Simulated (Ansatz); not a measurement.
# Ag2PdO2: a short molecular-dynamics run

A trajectory of Ag2PdO2, a randomly packed cell with 5 atoms that was not relaxed first: 20 steps of 1 fs at constant energy, with velocities drawn for 100 K.

All numbers below are computed with Ansatz 0.2.0 (DFT PBE, plane waves, PAW, scalar-relativistic, no spin polarisation).

**1. Starting point**

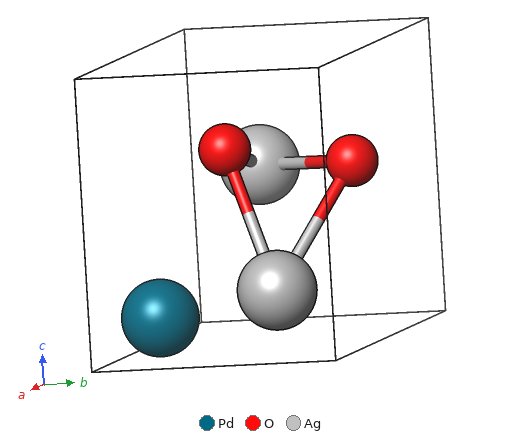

Start, viewed slightly off an axis; palladium blue, oxygen red, silver light grey. Each atom of the cell is drawn once.

Coordinates:

```
Pd O Ag
1.0
     4.72661   -0.13959    0.53959
    -0.94207    3.47596   -0.01424
     0.24218    0.12687    4.54391
Pd O Ag
1 2 2
Cartesian
  2.3169 0.1176 0.6316
  2.8627 1.4815 3.3779
  2.0154 3.1560 3.0104
  0.7416 1.2838 2.5620
  3.6257 2.4065 1.4612
```

**2. Dynamics**

input.yaml

```yaml
crystal:
  lattice:
    - [4.726613, -0.139588, 0.539586]
    - [-0.942071, 3.475965, -0.014237]
    - [0.242181, 0.126873, 4.54391]
  atoms:
    - { symbol: Pd, position: [0.496201, 0.050843, 0.080238] }
    - { symbol: O, position: [0.656853, 0.428268, 0.66674] }
    - { symbol: O, position: [0.577063, 0.909336, 0.596838] }
    - { symbol: Ag, position: [0.200465, 0.357648, 0.541155] }
    - { symbol: Ag, position: [0.899585, 0.72054, 0.217003] }
kpoints:
  mp_grid: { grid: [3, 4, 3] }
magnetization:
  spin_polarized: false
scf:
  occupations: { method: fermi_dirac, width: 0.05 }
hamiltonian:
  pseudopotentials: { kind: paw }
  xc: pbe
basis:
  ecutwfc: 420
md:
  timestep: 1.0
  n_steps: 20
  ensemble: nve
  temperature: 100.0
  initial_velocities: maxwell_boltzmann
  seed: 343298
```

Started as:

```
ansatz run input.yaml --threads 2 --pin off --max-ram 2560MiB --backend cpu --events-out ev --progress --plain --runs-dir out
```

Standard output (excerpt; [...] marks lines left out):

```text
Warning: md: disabling space-group detection — thermal motion breaks the input geometry's symmetry, so no spatial operation reduces the k-mesh or symmetrises the density; time reversal is kept, so that k and −k are solved as one point where they differ and the mesh holds both, and exact [...]
Warning: RAYON_NUM_THREADS=2 ignored (pool sized by the plan → 2); use --threads N
[...]
Pseudopotentials: kind: paw
Pseudopotential: Pd, paw, valence charge 18, recommended cutoff 420 eV (normal), Pd.paw.azcp
Pseudopotential: O, paw, valence charge 6, recommended cutoff 420 eV (normal), O.paw.azcp
Pseudopotential: Ag, paw, valence charge 19, recommended cutoff 420 eV (normal), Ag.paw.azcp
Functional definition: PBE
[...]
Crystal: 5 atoms, lattice volume = 73.547 Å³
Basis set: ecut = 420 eV, 1441 PW (Γ), exchange–correlation on 64×50×64 points (8 copies of the dense FFT grid, shifted against one another)
Bands: 41, of which v1, the nominal top of the filled ones, is band 34 counted from 1 (33 counted from 0)
Symmetry: 1 space group operations
k-points: 19 of 36 (time reversal used)
[...]
SCF iter   1: F=—  HF=-23280.738404 eV  |F-HF|=—  |Δ(HF+E_count)|=         —  Δρ=1.10e-2  dr2=4.63e-2  ethr=1.77e-3  ⟨swp⟩=5.8  Hψ=2597  notcnv=0  defer=10
[...]
md step     0: t =     0.00 fs  T =   100.0 K  F+E_penalty+E_count = -23280.73378678 eV  E_kin = 0.051704 eV  conserved = -23280.68208279 eV  (11 SCF iters)
[...]
md step     6: t =     6.00 fs  T =   258.8 K  F+E_penalty+E_count = -23280.81585449 eV  E_kin = 0.133796 eV  conserved = -23280.68205877 eV  (3 SCF iters)
[...]
md step     7: t =     7.00 fs  T =   303.7 K  F+E_penalty+E_count = -23280.83908835 eV  E_kin = 0.157038 eV  conserved = -23280.68204991 eV  (3 SCF iters)
SCF iter   1: F=—  HF=-23280.865366 eV  |F-HF|=—  |Δ(HF+E_count)|=         —  Δρ=4.85e-5  dr2=6.56e-7  ethr=5.71e-9  ⟨swp⟩=2.1  Hψ=1418  notcnv=0  defer=23
```

**3. More of the same log**

Output, continued (excerpt; [...] marks lines left out):

```text
[...]
SCF iter   2: F=—  HF=-23280.865366 eV  |F-HF|=—  |Δ(HF+E_count)|=   2.94e-8  Δρ=1.21e-5  dr2=9.91e-8  ethr=9.65e-10  ⟨swp⟩=2.3  Hψ=1180  notcnv=0  defer=23
[...]
md step     8: t =     8.00 fs  T =   354.6 K  F+E_penalty+E_count = -23280.86536573 eV  E_kin = 0.183328 eV  conserved = -23280.68203766 eV  (4 SCF iters)
[...]
md step    11: t =    11.00 fs  T =   546.3 K  F+E_penalty+E_count = -23280.96450524 eV  E_kin = 0.282472 eV  conserved = -23280.68203323 eV  (5 SCF iters)
[...]
md step    14: t =    14.00 fs  T =   793.4 K  F+E_penalty+E_count = -23281.09247315 eV  E_kin = 0.410214 eV  conserved = -23280.68225887 eV  (4 SCF iters)
[...]
md step    17: t =    17.00 fs  T =  1051.6 K  F+E_penalty+E_count = -23281.22633547 eV  E_kin = 0.543738 eV  conserved = -23280.68259794 eV  (3 SCF iters)
[...]
md step    19: t =    19.00 fs  T =  1191.9 K  F+E_penalty+E_count = -23281.29916338 eV  E_kin = 0.616261 eV  conserved = -23280.68290287 eV  (4 SCF iters)
[...]
md step    20: t =    20.00 fs  T =  1241.2 K  F+E_penalty+E_count = -23281.32480552 eV  E_kin = 0.641740 eV  conserved = -23280.68306560 eV  (9 SCF iters)
SCF converged after 9 iterations
Free energy (F): -23281.324806 eV
[...]
E sigma→0 (E₀):  -23281.315258 eV
Entropy (-TS):   -0.019094 eV (-3.819 meV/atom)
Fermi energy:    12.784448 eV
[...]
--- Forces (eV/Å), atoms counted from 1 ---
  atom   1  Pd    -0.19340576    -0.38910488     1.21193007
  atom   2  O      0.42210672    -0.59708306    -0.48099504
  atom   3  O     -0.07405046     0.74446271    -0.41696016
  atom   4  Ag    -0.49405244     0.16149244    -0.12193966
  atom   5  Ag     0.33940189     0.08019220    -0.19203646
[...]
--- MD trajectory: 20 steps, t = 0.0 → 20.0 fs ---
  final state: T = 1241.2 K   F+E_penalty+E_count = -23281.32480552 eV   E_kin = 0.641740 eV
  conserved energy: peak-to-peak 1.049e-3 eV (2.099e-4 eV/atom) over 20.0 fs
```

It took 43 s on 2 threads of Arm Neoverse V1, shared host; peak memory 0.36 GiB.

**4. What the atoms did**

The trajectory, step by step (energies from step 0); msd is the mean square displacement from the start, the centre of mass held:

| time (fs) | T (K) | potential energy change (meV/atom) | total energy change (meV/atom) | msd O (Å²) | msd Pd (Å²) | msd Ag (Å²) |
| --- | --- | --- | --- | --- | --- | --- |
| 0.0 | 100 | 0.0 | 0.00 | 0.000 | 0.000 | 0.000 |
| 1.0 | 114 | -1.4 | 0.00 | 0.000 | 0.000 | 0.000 |
| 2.0 | 133 | -3.4 | 0.00 | 0.000 | 0.000 | 0.000 |
| 3.0 | 157 | -5.9 | 0.00 | 0.000 | 0.000 | 0.000 |
| 4.0 | 185 | -8.8 | 0.00 | 0.000 | 0.000 | 0.000 |
| 5.0 | 219 | -12.3 | 0.00 | 0.001 | 0.000 | 0.000 |
| 6.0 | 259 | -16.4 | 0.00 | 0.001 | 0.000 | 0.000 |
| 7.0 | 304 | -21.1 | 0.01 | 0.001 | 0.000 | 0.000 |
| 8.0 | 355 | -26.3 | 0.01 | 0.002 | 0.000 | 0.000 |
| 9.0 | 412 | -32.2 | 0.01 | 0.003 | 0.000 | 0.000 |
| 10.0 | 476 | -38.8 | 0.01 | 0.005 | 0.000 | 0.000 |
| 11.0 | 546 | -46.1 | 0.01 | 0.006 | 0.000 | 0.000 |
| 12.0 | 624 | -54.2 | 0.00 | 0.008 | 0.000 | 0.000 |
| 13.0 | 707 | -62.8 | -0.02 | 0.011 | 0.001 | 0.000 |
| 14.0 | 793 | -71.7 | -0.04 | 0.014 | 0.001 | 0.000 |
| 15.0 | 881 | -80.9 | -0.05 | 0.018 | 0.001 | 0.000 |
| 16.0 | 969 | -89.9 | -0.08 | 0.022 | 0.001 | 0.001 |
| 17.0 | 1052 | -98.5 | -0.10 | 0.027 | 0.001 | 0.001 |
| 18.0 | 1127 | -106.4 | -0.13 | 0.033 | 0.001 | 0.001 |
| 19.0 | 1192 | -113.1 | -0.16 | 0.040 | 0.001 | 0.001 |
| 20.0 | 1241 | -118.2 | -0.20 | 0.048 | 0.001 | 0.001 |

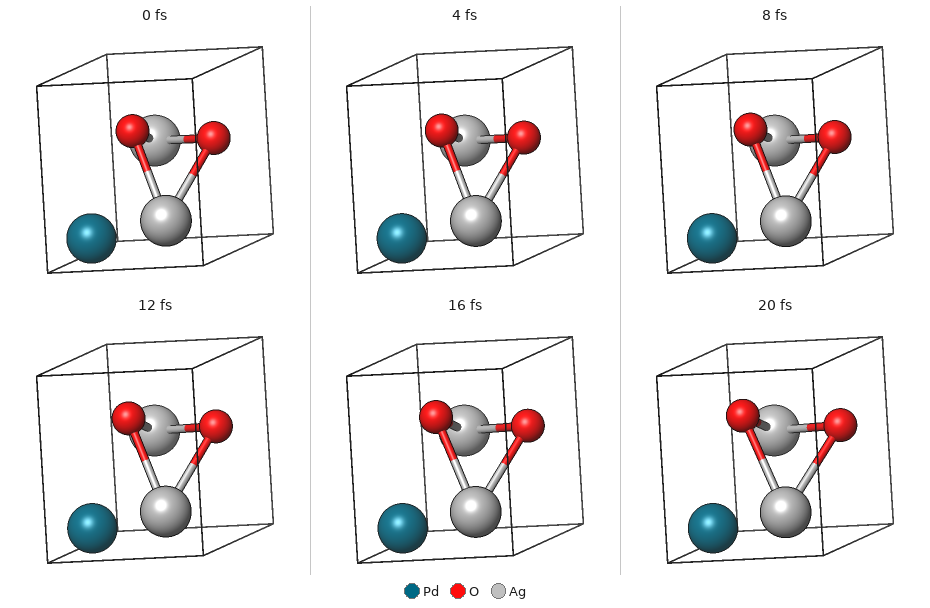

Six frames of the run, seen slightly off an axis. Each atom of the cell is drawn once. Atoms are followed across the cell's faces. Sticks are the contacts of the first frame, kept unless stretched by 40 %.

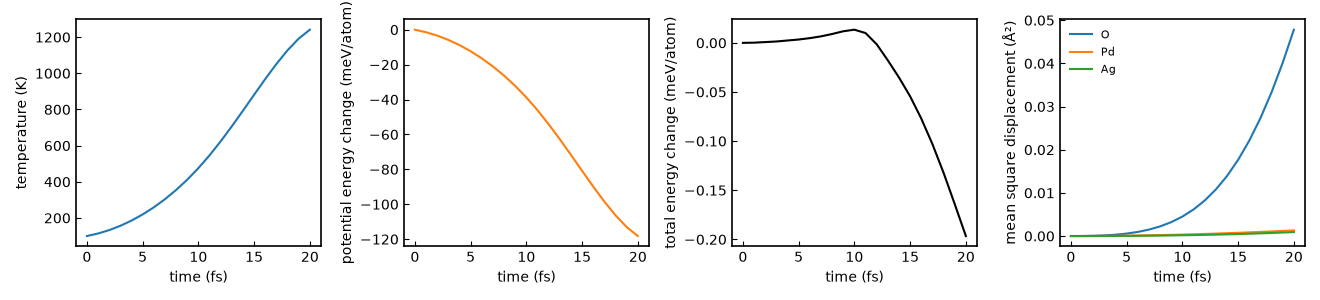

Time series of the run, each on its own scale.

**5. Positions and forces**

Extended XYZ, with forces in eV/Å:

```xyz
5
Lattice="4.727 -0.140 0.540 -0.942 3.476 -0.014 0.242 0.127 4.544" Properties=species:S:1:pos:R:3:forces:R:3 pbc="T T T" time_fs=2.0 T=133 dE=-0.0170
Pd    2.316    0.121    0.633    0.174    0.111   -0.693
O     2.863    1.474    3.384    0.679   -0.934    1.117
O     2.015    3.158    3.015   -0.810    0.846    0.125
Ag    0.742    1.282    2.562   -0.633   -0.025    0.095
Ag    3.626    2.406    1.459    0.590    0.002   -0.644
5
Lattice="4.727 -0.140 0.540 -0.942 3.476 -0.014 0.242 0.127 4.544" Properties=species:S:1:pos:R:3:forces:R:3 pbc="T T T" time_fs=5.0 T=219 dE=-0.0617
Pd    2.316    0.127    0.634    0.167    0.075   -0.600
O     2.867    1.459    3.397    0.708   -1.047    1.024
O     2.012    3.164    3.023   -0.811    0.955    0.070
Ag    0.741    1.279    2.562   -0.613    0.012    0.089
Ag    3.627    2.405    1.454    0.549    0.005   -0.583
5
Lattice="4.727 -0.140 0.540 -0.942 3.476 -0.014 0.242 0.127 4.544" Properties=species:S:1:pos:R:3:forces:R:3 pbc="T T T" time_fs=8.0 T=355 dE=-0.1316
Pd    2.315    0.132    0.635    0.143    0.016   -0.424
O     2.874    1.438    3.416    0.730   -1.221    0.875
O     2.003    3.176    3.032   -0.792    1.141   -0.008
Ag    0.740    1.276    2.562   -0.583    0.055    0.074
Ag    3.629    2.404    1.450    0.503    0.009   -0.517
5
Lattice="4.727 -0.140 0.540 -0.942 3.476 -0.014 0.242 0.127 4.544" Properties=species:S:1:pos:R:3:forces:R:3 pbc="T T T" time_fs=10.0 T=476 dE=-0.1941
Pd    2.315    0.136    0.635    0.113   -0.038   -0.245
O     2.881    1.421    3.432    0.733   -1.377    0.729
O     1.996    3.188    3.037   -0.755    1.318   -0.065
Ag    0.739    1.274    2.562   -0.564    0.083    0.054
Ag    3.630    2.403    1.446    0.473    0.014   -0.473
5
Lattice="4.727 -0.140 0.540 -0.942 3.476 -0.014 0.242 0.127 4.544" Properties=species:S:1:pos:R:3:forces:R:3 pbc="T T T" time_fs=12.0 T=624 dE=-0.2708
Pd    2.315    0.139    0.635    0.071   -0.090   -0.018
O     2.890    1.400    3.449    0.707   -1.516    0.534
O     1.986    3.202    3.043   -0.676    1.478   -0.118
Ag    0.738    1.272    2.561   -0.545    0.107    0.027
Ag    3.631    2.403    1.443    0.443    0.021   -0.424
5
Lattice="4.727 -0.140 0.540 -0.942 3.476 -0.014 0.242 0.127 4.544" Properties=species:S:1:pos:R:3:forces:R:3 pbc="T T T" time_fs=15.0 T=881 dE=-0.4043
Pd    2.315    0.145    0.636   -0.003   -0.165    0.375
O     2.906    1.362    3.477    0.591   -1.485    0.174
O     1.969    3.230    3.051   -0.466    1.479   -0.191
Ag    0.736    1.269    2.561   -0.518    0.136   -0.020
Ag    3.633    2.402    1.437    0.396    0.036   -0.337
5
Lattice="4.727 -0.140 0.540 -0.942 3.476 -0.014 0.242 0.127 4.544" Properties=species:S:1:pos:R:3:forces:R:3 pbc="T T T" time_fs=18.0 T=1127 dE=-0.5318
Pd    2.315    0.150    0.637   -0.105   -0.283    0.851
O     2.926    1.316    3.505    0.466   -1.106   -0.231
O     1.949    3.267    3.057   -0.218    1.176   -0.294
Ag    0.734    1.266    2.561   -0.501    0.154   -0.078
Ag    3.636    2.401    1.431    0.358    0.060   -0.247
5
Lattice="4.727 -0.140 0.540 -0.942 3.476 -0.014 0.242 0.127 4.544" Properties=species:S:1:pos:R:3:forces:R:3 pbc="T T T" time_fs=20.0 T=1241 dE=-0.5910
Pd    2.314    0.153    0.637   -0.193   -0.389    1.212
O     2.941    1.282    3.524    0.422   -0.597   -0.481
O     1.935    3.295    3.061   -0.074    0.744   -0.417
Ag    0.732    1.264    2.561   -0.494    0.161   -0.122
Ag    3.638    2.400    1.427    0.339    0.080   -0.192
```

**6. Results**

```
                             quantity                           value
                               length                20 steps of 1 fs
     temperature, first and last step                  100 and 1241 K
             temperature, second half  mean 873 K, from 476 to 1241 K
        potential energy, second half     -80 meV/atom from the start
   largest change of the total energy                   0.20 meV/atom
mean square displacement, second half  O 0.021, Pd 0.001, Ag 0.000 Å²
```

What this shows: The temperature starts at 100 K and averages 873 K in the second half, where it still rises, from 476 to 1241 K; the start was no minimum (force components up to 1.2 eV/Å), and the potential energy that it sheds (80 meV/atom) turns into motion. The total energy strays from its start by at most 0.20 meV/atom, 0.3 % of the mean kinetic energy, so a step of 1 fs is short enough over this time. Over the second half O atoms stand 0.1 Å (root mean square) from where they began, and the farthest move is 0.3 Å. Averages from a run of 20 fs with 5 atoms are rough. The k-mesh is coarse for this cell.
